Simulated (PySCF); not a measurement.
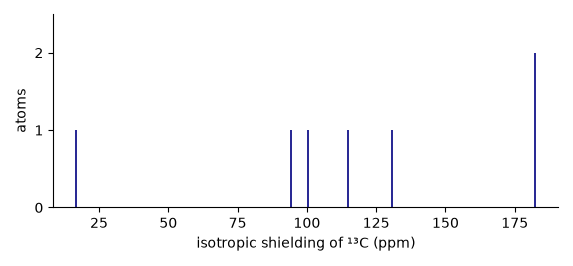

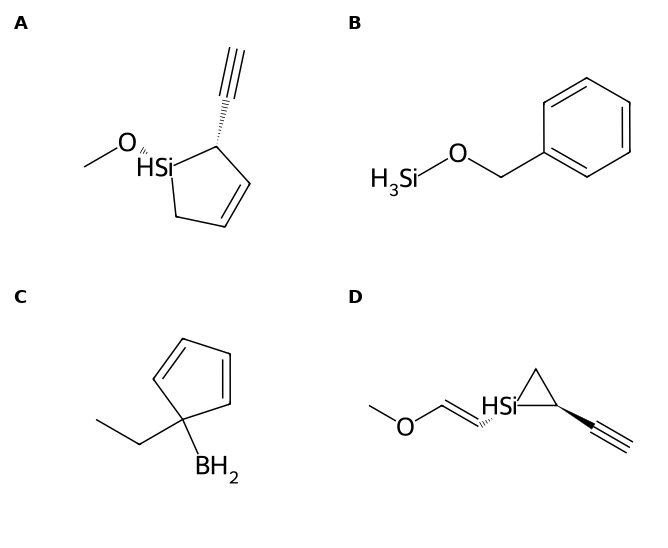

The sticks are computed shieldings of one of the molecules, for one fixed geometry (PBE0-D3(BJ)/def2-SVP) without averaging over rotations. Low shielding means a high chemical shift. Method: GIAO PBE0/pcSseg-1 NMR shielding, non-relativistic, gas phase (PySCF 2.14.0).

Question: Match the spectrum to a structure.

Answer: D, `C#C[C@@H]1C[Si@H]1/C=C/OC`. Its 7 C atoms give lines at 16.7, 94.2, 100.3, 115.0, 130.8, 182.5 (2 atoms) ppm.

The geometry is semi-empirical. Around B such bond lengths and angles can be off by a tenth of an ångström or more and by several degrees, and values that hang on the shape move with them.
